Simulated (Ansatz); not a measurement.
# AlBH4Se: functionals against CCSD(T) at one geometry

Aim: energy, forces and dipole at a structure displaced at random from a GFN2-xTB minimum, from CCSD(T) and from density functionals.

Computed with Ansatz 0.2.0, Gaussian basis. Level: single points in def2-TZVPP.

Correlated methods freeze the cores. Filled d shells of the heavier atoms are correlated.

### 1 The system as given

SMILES `B[Se][AlH2]`, 7 atoms, charge 0, spin multiplicity 1.

Atoms are counted from 1 here; the program's logs count them from 0.

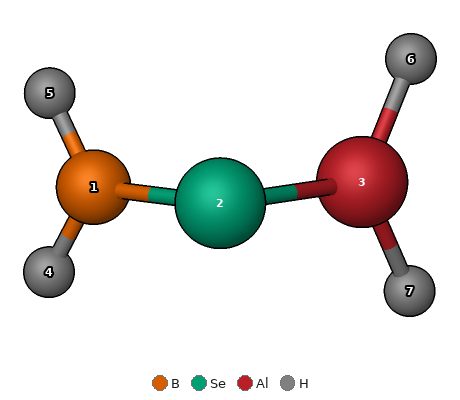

Start geometry, drawn with boron orange, selenium teal, aluminium red, hydrogen grey; atoms are numbered from 1 in the order of the file.

Coordinates:

```xyz
7
AlBH4Se
B    -1.4901    0.0566   -0.5363
Se   -0.8004   -0.9470    1.0355
Al    1.4190   -0.1350    0.6115
H    -1.5854   -0.4693   -1.6430
H    -1.9750    1.1574   -0.3755
H     1.9379    1.2098    1.2653
H     2.4343   -0.9052   -0.3739
```

### 2 CCSD(T)/def2-TZVPP

run/in.yaml reads:

```yaml
crystal:
  periodic: [false, false, false]
  atoms:
    - {symbol: B, position_ang: [-1.490100, 0.056600, -0.536300]}
    - {symbol: Se, position_ang: [-0.800400, -0.947000, 1.035500]}
    - {symbol: Al, position_ang: [1.419000, -0.135000, 0.611500]}
    - {symbol: H, position_ang: [-1.585400, -0.469300, -1.643000]}
    - {symbol: H, position_ang: [-1.975000, 1.157400, -0.375500]}
    - {symbol: H, position_ang: [1.937900, 1.209800, 1.265300]}
    - {symbol: H, position_ang: [2.434300, -0.905200, -0.373900]}
basis:
  gaussian: {orbitals: def2-TZVPP}
correlation: {method: ccsd_t}
output: {forces: true}
```

No record of the launch command was kept for these runs.

### 3 PBE0-D4/def2-TZVPP

Changes to run/in.yaml since step 2:

```diff
@@ -12,3 +12,3 @@
   gaussian: {orbitals: def2-TZVPP}
-correlation: {method: ccsd_t}
-output: {forces: true}
+hamiltonian: {xc: pbe0, dispersion: d4}
+output: {forces: true, orbitals: {seedname: orbitals}}
```

### 4 wB97M-V/def2-TZVPP

Changes to run/in.yaml since step 3:

```diff
@@ -12,3 +12,3 @@
   gaussian: {orbitals: def2-TZVPP}
-hamiltonian: {xc: pbe0, dispersion: d4}
-output: {forces: true, orbitals: {seedname: orbitals}}
+hamiltonian: {xc: {name: wB97M-V}}
+output: {forces: true}
```

### 5 r2SCAN-D4/def2-TZVPP

Changes to run/in.yaml since step 4:

```diff
@@ -12,3 +12,3 @@
   gaussian: {orbitals: def2-TZVPP}
-hamiltonian: {xc: {name: wB97M-V}}
+hamiltonian: {xc: r2scan, dispersion: d4}
 output: {forces: true}
```

### 6 PBE-D4/def2-TZVPP

Changes to run/in.yaml since step 5:

```diff
@@ -12,3 +12,3 @@
   gaussian: {orbitals: def2-TZVPP}
-hamiltonian: {xc: r2scan, dispersion: d4}
+hamiltonian: {xc: pbe, dispersion: d4}
 output: {forces: true}
```

### 7 BHLYP-D4/def2-TZVPP

Changes to run/in.yaml since step 6:

```diff
@@ -12,3 +12,3 @@
   gaussian: {orbitals: def2-TZVPP}
-hamiltonian: {xc: pbe, dispersion: d4}
+hamiltonian: {xc: {name: BHLYP}, dispersion: d4}
 output: {forces: true}
```

### 8 HSE06-D4/def2-TZVPP

Changes to run/in.yaml since step 7:

```diff
@@ -12,3 +12,3 @@
   gaussian: {orbitals: def2-TZVPP}
-hamiltonian: {xc: {name: BHLYP}, dispersion: d4}
+hamiltonian: {xc: hse06, dispersion: d4}
 output: {forces: true}
```

(Steps that only read results are left out.)

Q: Predict the outcome of this session. Wanted: energy less free atoms, CCSD(T)/def2-TZVPP; RMS force component; RMS force error; HOMO and LUMO, PBE0-D4; T1 diagnostic.

**Answer**, as computed:

```
                                  quantity                                                                                             value
energy less free atoms, CCSD(T)/def2-TZVPP                                                                                   -455.4 kcal/mol
                       RMS force component                                                              0.269 to 0.452 eV/Å over the methods
                           RMS force error  PBE0-D4 0.045, wB97M-V 0.054, r2SCAN-D4 0.030, PBE-D4 0.107, BHLYP-D4 0.115, HSE06-D4 0.045 eV/Å
                    HOMO and LUMO, PBE0-D4                                                                                -6.68 and -2.93 eV
                             T1 diagnostic                                                                                             0.011
```

What this shows: Against CCSD(T) the functionals' energies less atoms differ by -14.7 to -4.4 kcal/mol, PBE-D4 by -9.7 kcal/mol. CCSD(T) in triple zeta still lacks some correlation energy of the bonds, so part of these gaps is its own basis error and they don't rank the functionals. On forces the order runs from r2SCAN-D4 to BHLYP-D4. Frozen-core CCSD(T) forces in triple zeta carry basis errors of their own, and this is one geometry, so small gaps rank nothing.
